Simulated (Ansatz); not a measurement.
# HSE06/6-311+G(d,p) run of C2H4F2 (1,1-difluoroethane)

Aim: the vertical ionisation energy of C2H4F2 (1,1-difluoroethane) at HSE06/6-311+G**, from 2 runs. 

Program for the calculation: Ansatz 0.2.0.

55 further runs of the same task are left out: 55 set aside as unsound or not needed.

## 1. The molecule

C2H4F2: 8 atoms, total charge 0, spin state singlet. As SMILES, `CC(F)F`. Geometry: relaxed at PBE0-D4/def2-TZVP.

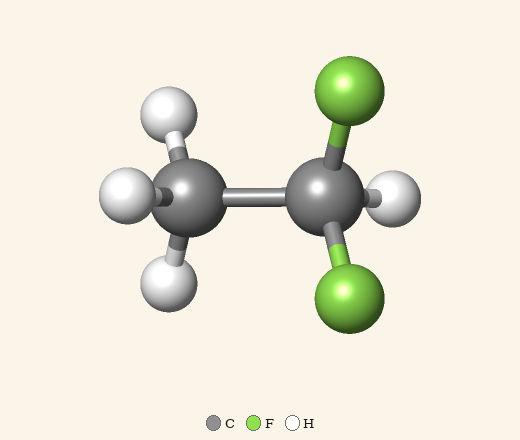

Viewed from a chosen angle; carbon grey, fluorine green, hydrogen white.

## 2. The energy at HSE06/6-311+G(d,p)

File job.yaml:

```yaml
basis:
  gaussian: {orbitals: 6-311+G_st__st_.json}
crystal:
  periodic: [false, false, false]
  atoms:
    - {symbol: C, position_ang: [0.003300, 0.777600, 0.023300]}
    - {symbol: C, position_ang: [-0.052000, -0.718200, -0.008200]}
    - {symbol: F, position_ang: [0.925500, -1.243400, 0.779100]}
    - {symbol: F, position_ang: [0.168200, -1.172100, -1.271900]}
    - {symbol: H, position_ang: [0.981400, 1.111900, -0.325400]}
    - {symbol: H, position_ang: [-0.157200, 1.132800, 1.041800]}
    - {symbol: H, position_ang: [-0.771000, 1.190600, -0.624000]}
    - {symbol: H, position_ang: [-1.006100, -1.136400, 0.329500]}
hamiltonian: {xc: {name: HSE06}}
accuracy: high
output: {orbitals: {seedname: orbitals}}
```

The basis set 6-311+G** is read from a file made from the Basis Set Exchange's data (not shown).

Run with:

```bash
ansatz run job.yaml --threads 1 --pin off --max-ram 3480MiB --events-out events.jsonl --progress --plain --runs-dir runs
```

Log:

```text
Warning: RAYON_NUM_THREADS=1 ignored (pool sized by the plan → 1); use --threads N
Functional definition: HSE06
  name "HSE06"
  parameter a = 0.25
  parameter omega = 0.11/bohr
  exchange = pbe_x - a*pbe_x_sr(omega) + a*exact_x_sr(omega)
  correlation = pbe_c
2216 factors; integrals over basis functions are off by at most 3.7e-9 eV
110 factors; integrals over basis functions are off by at most 1.9e-9 eV
mean field evaluation 1: about -7562.1335 eV, gradient 5.1e1 eV
mean field evaluation 2: about -7561.1382 eV, gradient 5.3e1 eV
mean field evaluation 4: about -7567.2734 eV, gradient 2.2e0 eV
mean field evaluation 8: about -7567.4382 eV, gradient 1.7e-1 eV
mean field evaluation 16: about -7567.4382 eV, gradient 1.1e-5 eV
mean field -7567.43822977 eV, -278.0982255500 hartree, gradient 8.4e-8 eV, S^2 0.000000; 0 other end points of the search recorded, 0 dependent functions left out
reference -7567.43823562 eV, -278.0982257651 hartree; 17, 17 occupied and 95, 95 virtual orbitals, 2216 factors
Total energy: -7567.43823562 eV, -278.0982257651 hartree
```

It took 9.6 s on 1 thread of Arm Neoverse V1, shared host; peak memory 0.38 GiB.

## 3. The doublet cation

File input.yaml:

```yaml
basis:
  gaussian: {orbitals: 6-311+G_st__st_.json}
crystal:
  periodic: [false, false, false]
  atoms:
    - symbol: C
      position_ang: [0.003300, 0.777600, 0.023300]
    - symbol: C
      position_ang: [-0.052000, -0.718200, -0.008200]
    - symbol: F
      position_ang: [0.925500, -1.243400, 0.779100]
    - symbol: F
      position_ang: [0.168200, -1.172100, -1.271900]
    - symbol: H
      position_ang: [0.981400, 1.111900, -0.325400]
    - symbol: H
      position_ang: [-0.157200, 1.132800, 1.041800]
    - symbol: H
      position_ang: [-0.771000, 1.190600, -0.624000]
    - symbol: H
      position_ang: [-1.006100, -1.136400, 0.329500]
output: {orbitals: {seedname: orbitals}}
magnetization: {spin_polarized: true, initial_magnetization: 1}
accuracy: high
hamiltonian: {xc: hse06}
total_charge: 1
```

The basis set 6-311+G** is read from a file made from the Basis Set Exchange's data (not shown).

Run with:

```bash
ansatz run input.yaml --threads 1 --pin off --max-ram 3480MiB --events-out events.jsonl --progress --plain --runs-dir runs
```

Log, shortened:

```text
Warning: RAYON_NUM_THREADS=1 ignored (pool sized by the plan → 1); use --threads N
[... 6 set-up lines as earlier in the session ...]
2216 factors; integrals over basis functions are off by at most 3.7e-9 eV
110 factors; integrals over basis functions are off by at most 1.9e-9 eV
mean field evaluation 1: about -7546.6540 eV, gradient 4.8e1 eV
mean field evaluation 2: about -7544.1650 eV, gradient 5.6e1 eV
mean field evaluation 4: about -7554.8433 eV, gradient 4.1e0 eV
mean field evaluation 8: about -7555.0610 eV, gradient 2.1e-1 eV
mean field evaluation 16: about -7555.0619 eV, gradient 7.1e-4 eV
mean field evaluation 32: about -7554.9267 eV, gradient 2.8e0 eV
mean field -7555.06186258 eV, -277.6434024450 hartree, gradient 8.9e-8 eV, S^2 0.753415; 2 other end points of the search recorded, 0 dependent functions left out
reference -7555.06186945 eV, -277.6434026973 hartree; 17, 16 occupied and 95, 96 virtual orbitals, 2216 factors
Total energy: -7555.06186945 eV, -277.6434026973 hartree
```

Run time: 19 s. Hardware: 1 thread of Arm Neoverse V1, shared host; peak memory 0.49 GiB.

## 4. Outcome

At HSE06/6-311+G**:

| quantity | value |
| --- | --- |
| singlet C2H4F2: total energy | -278.09823 Eh |
| singlet C2H4F2: HOMO energy | -9.36 eV |
| singlet C2H4F2: LUMO energy | 0.09 eV |
| singlet C2H4F2: HOMO–LUMO gap | 9.45 eV |
| doublet cation: total energy | -277.64340 Eh |
| doublet cation: HOMO energy (highest over α and β) | -17.88 eV |
| doublet cation: LUMO energy (lowest over α and β) | -15.42 eV |
| doublet cation: ⟨S²⟩ | 0.753 |
| vertical ionisation energy (to the doublet cation) | 12.376 eV |

What this shows: Removing an electron at fixed nuclei costs 12.38 eV (1194 kJ/mol). −ε(HOMO) before ionisation, 9.36 eV, is 3.02 eV below this ionisation energy.
